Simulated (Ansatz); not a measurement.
# UBLYP/3-21G run of BH2 (boron dihydride)

What is the vertical ionisation energy of BH2 (boron dihydride) at UBLYP/3-21G? 

The calculation is run with Ansatz 0.2.0.

58 further runs of the same task are left out: 58 set aside as unsound or not needed.

### Step 1. The structure to begin with

The species is BH2 (3 atoms), meant as a doublet with charge 0. SMILES: `[BH2]`. The shape is that of a GFN2-xTB optimisation.

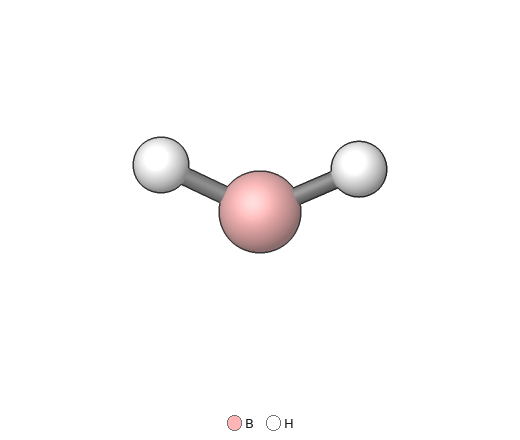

The structure, seen from a chosen angle (boron pink, hydrogen white).

### Step 2. The energy at UBLYP/3-21G

File molecule.yaml:

```yaml
crystal:
  periodic: [false, false, false]
  atoms:
    - {symbol: B, position_ang: [0.262840, -0.166230, 0.128640]}
    - {symbol: H, position_ang: [0.280020, 0.985320, 0.260980]}
    - {symbol: H, position_ang: [-0.542860, -0.819090, -0.389630]}
basis:
  gaussian:
    orbitals: 3-21G.json
magnetization:
  spin_polarized: true
  initial_magnetization: 1
hamiltonian:
  xc: {name: BLYP}
accuracy: high
```

The basis set 3-21G is read from a file made from the Basis Set Exchange's data (not shown).

Command:

```sh
$ ansatz run molecule.yaml --threads 1 --pin off --max-ram 2610MiB --events-out events.jsonl --progress --plain --runs-dir runs
```

Standard output:

```text
Warning: RAYON_NUM_THREADS=1 ignored (pool sized by the plan → 1); use --threads N
Functional definition: BLYP
  name "BLYP"
  parameter beta = 0.0042
  parameter a = 0.04918
  parameter b = 0.132
  parameter c = 0.2533
  parameter d = 0.349
  exchange = b88_x(beta = beta)
  correlation = lyp_c(a = a, b = b, c = c, d = d)
250 factors; integrals over basis functions are off by at most 1.0e-8 eV
mean field evaluation 1: about -700.5122 eV, gradient 7.5e0 eV
mean field evaluation 2: about -700.8358 eV, gradient 4.1e0 eV
mean field evaluation 4: about -700.9602 eV, gradient 5.1e-2 eV
mean field evaluation 8: about -700.9397 eV, gradient 1.2e-3 eV
mean field evaluation 16: about -699.7481 eV, gradient 2.5e0 eV
mean field -700.93967174 eV, -25.7590578223 hartree, gradient 2.8e-8 eV, S^2 0.750497; 2 other end points of the search recorded, 0 dependent functions left out
reference -700.93970490 eV, -25.7590590410 hartree; 4, 3 occupied and 9, 10 virtual orbitals, 250 factors
Total energy: -700.93970490 eV, -25.7590590410 hartree
```

Wall time 0.54 s (1 thread of Arm Neoverse V1, shared host).

### Step 3. The singlet cation at the same level

Edit molecule.yaml of step 2 so:

```diff
@@ -9,5 +9,3 @@
     orbitals: 3-21G.json
-magnetization:
-  spin_polarized: true
-  initial_magnetization: 1
+total_charge: 1
 hamiltonian:
```

The basis set 3-21G is read from a file made from the Basis Set Exchange's data (not shown).

Command:

```sh
$ ansatz run molecule.yaml --threads 1 --pin off --max-ram 2610MiB --events-out events.jsonl --progress --plain --runs-dir runs
```

Standard output (excerpt; [...] marks lines left out):

```text
Warning: RAYON_NUM_THREADS=1 ignored (pool sized by the plan → 1); use --threads N
[... 9 set-up lines as earlier in the session ...]
250 factors; integrals over basis functions are off by at most 1.0e-8 eV
mean field evaluation 1: about -690.9869 eV, gradient 1.4e1 eV
mean field evaluation 2: about -691.6127 eV, gradient 6.9e0 eV
mean field evaluation 4: about -691.8705 eV, gradient 1.4e-1 eV
mean field evaluation 8: about -691.8420 eV, gradient 1.7e-4 eV
mean field -691.84203925 eV, -25.4247259950 hartree, gradient 1.9e-8 eV, S^2 0.000000; 0 other end points of the search recorded, 0 dependent functions left out
reference -691.84207056 eV, -25.4247271458 hartree; 3, 3 occupied and 10, 10 virtual orbitals, 250 factors
Total energy: -691.84207056 eV, -25.4247271458 hartree
```

Run time: 0.34 s. Hardware: 1 thread of Arm Neoverse V1, shared host.

### Step 4. Outcome

Level: UBLYP/3-21G.

```
                                          quantity         value
                         doublet BH2: total energy  -25.75906 Eh
                                 doublet BH2: ⟨S²⟩         0.750
                      singlet cation: total energy  -25.42473 Eh
vertical ionisation energy (to the singlet cation)      9.098 eV
```

Removing an electron at fixed nuclei costs 9.10 eV (878 kJ/mol). Only the singlet of the ionised species was computed; a triplet could lie lower.
